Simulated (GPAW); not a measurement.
Consider CoSi2 (Fm-3m).

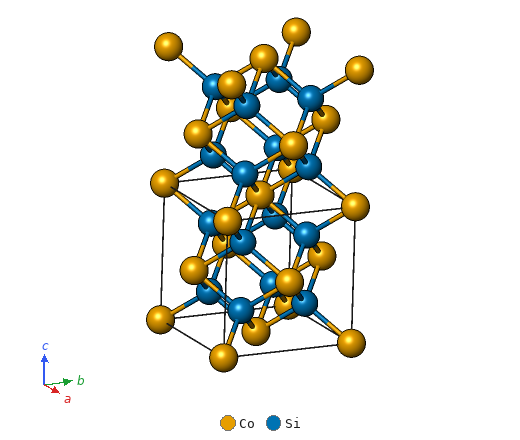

The structure (cobalt orange, silicon blue). 1×1×2 conventional cells are drawn. Some periodic images of atoms are drawn too.

```
Co Si
1.0
     0.00000    2.67800    2.67800
     2.67800    0.00000    2.67800
     2.67800    2.67800    0.00000
Co Si
1 2
Direct
  0.00000 0.00000 0.00000
  0.75000 0.75000 0.75000
  0.25000 0.25000 0.25000
```

Absorber: atom 2, with 4 Co at 2.32 Å and 6 Si at 2.68 Å (10-fold, site symmetry -43m). Method: GPAW, PBE, excited-electron core hole (neutral cell), 18-atom cell with 6.6 Å between holes, 4×4×4 k points, dipole transitions, Gaussian full width 0.9 eV up to 4 eV, rising linearly to 3.5 eV at 25 eV.

The database entry behind the starting cell differs from later determinations by our own check (0.1 to 0.3 % short, probably kX units), so it need not match the best structure at ambient conditions.

Question: Predict the near-edge structure at the Si K edge.

Main maxima up to 24 eV above the zero (height): 2.1 eV (1.29), 3.5 eV (2.25), 13.5 eV (0.87) and 16.9 eV (0.83). A K edge sees empty p states on the absorber. The total-energy difference is 1836.63 eV. The tabulated edge of the element is 1839 eV. The functional leaves an error of a few eV in such absolute values.

The Si K spectrum (energy from the lowest empty level; intensity scaled to a mean of 1 over the first 20 eV):

| E (eV) | intensity |
| --- | --- |
| -2.0 | 0.00 |
| -0.5 | 0.04 |
| 1.0 | 0.46 |
| 2.5 | 1.20 |
| 4.0 | 1.93 |
| 5.5 | 1.55 |
| 7.0 | 1.23 |
| 8.5 | 1.05 |
| 10.0 | 0.73 |
| 11.5 | 0.56 |
| 13.0 | 0.84 |
| 14.5 | 0.80 |
| 16.0 | 0.81 |
| 17.5 | 0.83 |
| 19.0 | 0.83 |
| 20.5 | 0.76 |
| 22.0 | 0.64 |
| 23.5 | 0.57 |
| 25.0 | 0.50 |
| 26.5 | 0.46 |
| 28.0 | 0.52 |
| 29.5 | 0.69 |

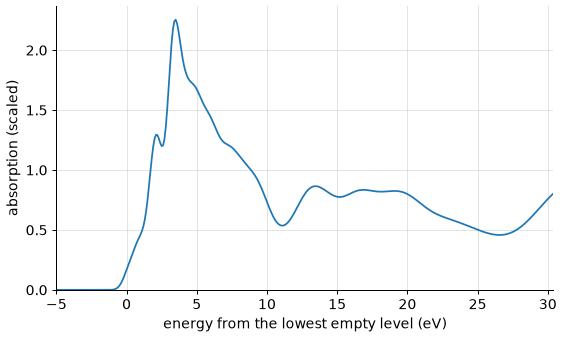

The Si K edge.

The hole lies in one spin channel, while the script sums the empty states of both and takes the lower zero; where the two channels are split, this blurs and shifts the curve. The starting moments shrank to 0.00 μB or less, so this is hardly a magnetic state. The mesh is coarse (0.29 Å⁻¹ between points), so small maxima may be mesh ripples. The structure is a published determination, not relaxed.

[Banner, clock and machine lines of the logs are left out without a mark of their own.]

[Logs are printed without paths, hosts, clocks, repeated set-up lines and the standing remarks that a program may print on its own settings, such as how far it seeks lower states.]

[Hosts, paths, dates, database ids (printed as entryN), source tags and the programs' standing remarks are cut or masked in the printed files.]

[Lists of maxima count a maximum above −3 eV only where it reaches 4 % of the highest in the window and stands out from its surroundings by 2 % of it (1.5 % where it reaches 55 %); shoulders and weaker maxima are passed over, and of the rest the first, up to two pre-edge ones and the few strongest are named.]
